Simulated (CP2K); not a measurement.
# C3H9Ga (trimethylgallium (TMGa)) at GFN1-xTB

Aim: the vertical singlet–triplet gap of C3H9Ga (trimethylgallium (TMGa)) at GFN1-xTB, from 2 runs. 

The calculation is run with CP2K 2026.2.

5 further runs of the same task are left out: 2 that didn't finish, 3 set aside as unsound or not needed.

### Step 1. The molecule

The species is C3H9Ga (13 atoms), meant as a singlet with charge 0. SMILES: `C[Ga](C)C`. The coordinates come from a PBE0-D4/def2-TZVP relaxation.

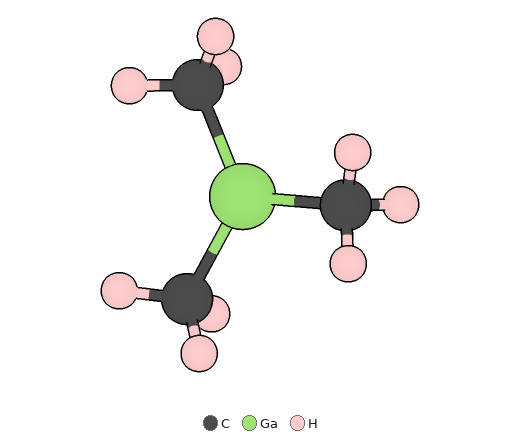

Viewed from a chosen angle; carbon dark grey, gallium green, hydrogen pink.

### Step 2. The energy at GFN1-xTB

Contents of mol.inp:

```
&global
    project mol
    run_type ENERGY
    print_level MEDIUM
&end global
&force_eval
    method Quickstep
    &dft
        charge 0
        multiplicity 1
        &qs
            method XTB
            eps_default 1.0E-10
            &xtb
                gfn_type 1
                check_atomic_charges F
            &end xtb
        &end qs
        &poisson
            periodic NONE
            poisson_solver ANALYTIC
        &end poisson
        &scf
            scf_guess ATOMIC
            eps_scf 1.0E-07
            max_scf 40
            &ot ON
                minimizer DIIS
                preconditioner FULL_ALL
            &end ot
            &outer_scf
                eps_scf 1.0E-07
                max_scf 10
            &end outer_scf
        &end scf
        &print
            &moments
                periodic F
                reference COM
                max_moment 1
            &end moments
            &mo_cubes
                nlumo 5
                nhomo -1
                write_cube F
            &end mo_cubes
            &hirshfeld OFF
            &end hirshfeld
        &end print
    &end dft
    &subsys
        &cell
            abc [angstrom] 20.1 20.9 20.3
            periodic NONE
        &end cell
        &coord
            UNIT bohr
            C     -0.7305870     3.1421232    -1.8708856
            Ga     0.0584870    -0.0287616    -0.0629846
            C      2.6537424    -0.0322009     2.6221273
            C     -1.8610212    -3.1409516    -0.8184593
            H      0.9372664     4.3379419    -2.0892245
            H     -2.1144146     4.2246717    -0.7759782
            H     -1.5540352     2.7959254    -3.7305272
            H      4.1709090     1.3102227     2.2282517
            H      3.4736001    -1.9032377     2.9110286
            H      1.7839393     0.5414821     4.4110176
            H     -2.4900165    -3.2038228    -2.7827729
            H     -3.5569748    -3.1991174     0.3674761
            H     -0.7709327    -4.8442940    -0.4090879
        &end coord
        &topology
            &center_coordinates
            &end center_coordinates
        &end topology
    &end subsys
&end force_eval
```

Started as:

```bash
$ OMP_NUM_THREADS=1 cp2k.psmp mol.inp > mol.out
```

The program printed (excerpt; [...] marks lines left out):

```text
CP2K| version string:                                       CP2K version 2026.2
[...]
 GLOBAL| Method name                                                        CP2K
[...]
 GLOBAL| Run type                                                         ENERGY
[...]
                             - Atoms:                                         13
[...]
                             - Spherical basis functions:                     39
[...]
 Number of electrons:                                                         24
[...]
     1 OT DIIS     0.15E+00    0.0     0.02633247       -12.4509244593 -1.25E+01
[...]
     9 OT DIIS     0.15E+00    0.0     0.00000006       -12.4653540418 -2.92E-11
  *** SCF run converged in     9 steps ***
[...]
 TB_DIPOLE| Moment [Debye]         -0.03387386       0.01177042       0.03384198
 TB_DIPOLE| Derivative [a.u.]       0.00000000       0.00000000       0.00000000
[...]
 ENERGY| Total FORCE_EVAL ( QS ) energy [hartree]            -12.465354041816754
[...]
```

Run time: 2.5 s. Hardware: 1 thread of Intel Xeon at 2.50GHz (Skylake/Cascade Lake), shared host; peak memory 0.2 GiB.

### Step 3. The triplet, same level

Contents of mol.inp:

```
&GLOBAL
    PROJECT_NAME mol
    RUN_TYPE ENERGY
    PRINT_LEVEL MEDIUM
&END GLOBAL

&FORCE_EVAL
    METHOD Quickstep
    &DFT
        CHARGE 0
        MULTIPLICITY 3
        LSD T
        ! Quickstep
        &QS
            METHOD XTB
            EPS_DEFAULT 1.0E-10
            &XTB
                GFN_TYPE 1
                CHECK_ATOMIC_CHARGES F
            &END XTB
        &END QS
        ! cluster boundary conditions
        &POISSON
            PERIODIC NONE
            POISSON_SOLVER ANALYTIC
        &END POISSON
        ! SCF settings
        &SCF
            SCF_GUESS ATOMIC
            EPS_SCF 1.0E-07
            MAX_SCF 40
            &OT ON
                MINIMIZER DIIS
                PRECONDITIONER FULL_ALL
            &END OT
            &OUTER_SCF
                EPS_SCF 1.0E-07
                MAX_SCF 10
            &END OUTER_SCF
        &END SCF
        &PRINT
            &MOMENTS
                PERIODIC F
                REFERENCE COM
                MAX_MOMENT 1
            &END MOMENTS
            &MO_CUBES
                NLUMO 5
                NHOMO -1
                WRITE_CUBE F
            &END MO_CUBES
            &HIRSHFELD OFF
            &END HIRSHFELD
        &END PRINT
    &END DFT
    ! atoms, cell and kinds
    &SUBSYS
        ! vacuum box
        &CELL
            ABC [angstrom] 20.1 20.9 20.3
            PERIODIC NONE
        &END CELL
        &COORD
            UNIT bohr
            C     -0.7305870     3.1421232    -1.8708856
            Ga     0.0584870    -0.0287616    -0.0629846
            C      2.6537424    -0.0322009     2.6221273
            C     -1.8610212    -3.1409516    -0.8184593
            H      0.9372664     4.3379419    -2.0892245
            H     -2.1144146     4.2246717    -0.7759782
            H     -1.5540352     2.7959254    -3.7305272
            H      4.1709090     1.3102227     2.2282517
            H      3.4736001    -1.9032377     2.9110286
            H      1.7839393     0.5414821     4.4110176
            H     -2.4900165    -3.2038228    -2.7827729
            H     -3.5569748    -3.1991174     0.3674761
            H     -0.7709327    -4.8442940    -0.4090879
        &END COORD
        &TOPOLOGY
            &CENTER_COORDINATES
            &END CENTER_COORDINATES
        &END TOPOLOGY
    &END SUBSYS
&END FORCE_EVAL
```

Started as:

```bash
$ OMP_NUM_THREADS=1 cp2k.psmp -i mol.inp > mol.out 2>&1
```

The program printed (excerpt; [...] marks lines left out):

```text
CP2K| version string:                                       CP2K version 2026.2
[...]
 GLOBAL| Method name                                                        CP2K
[...]
 GLOBAL| Run type                                                         ENERGY
[...]
                             - Atoms:                                         13
[...]
                             - Spherical basis functions:                     39
[...]
 Number of electrons:                                                         13
[...]
     1 OT DIIS     0.15E+00    0.1     0.01522945       -12.2083829084 -1.22E+01
[...]
    22 OT DIIS     0.15E+00    0.0     0.00000008       -12.2271907173 -6.06E-12
  *** SCF run converged in    22 steps ***
[...]
 TB_DIPOLE| Moment [Debye]         -0.36705468      -0.67221320      -0.19531125
 TB_DIPOLE| Derivative [a.u.]       0.00000000       0.00000000       0.00000000
[...]
 ENERGY| Total FORCE_EVAL ( QS ) energy [hartree]            -12.227190717314347
[...]
```

Wall time 4.2 s (1 thread of Intel Xeon at 2.50GHz (Skylake/Cascade Lake), shared host); peak memory 0.2 GiB.

### Step 4. Outcome

At GFN1-xTB:

```
                                          quantity         value
                             singlet: total energy  -12.46535 Eh
singlet: dipole moment (from atomic charges alone)        0.05 D
                              singlet: HOMO energy     -10.89 eV
                        singlet: dispersion energy  -9.10 kJ/mol
                             triplet: total energy  -12.22719 Eh
triplet: dipole moment (from atomic charges alone)        0.79 D
       triplet: HOMO energy (highest over α and β)      -4.65 eV
                        triplet: dispersion energy  -9.10 kJ/mol
  vertical energy of the triplet above the singlet      6.481 eV
```

What this shows: The method runs without spin polarisation, so open shells lack the exchange term that lowers high spin: such gaps come out too high and can have the wrong sign. At this shape the triplet lies 6.48 eV (149 kcal/mol) above the singlet. The dipole (singlet) comes from point charges on the atoms alone, without atomic dipoles, so it is partial. The dipole (triplet) comes from point charges on the atoms alone, without atomic dipoles, so it is partial.
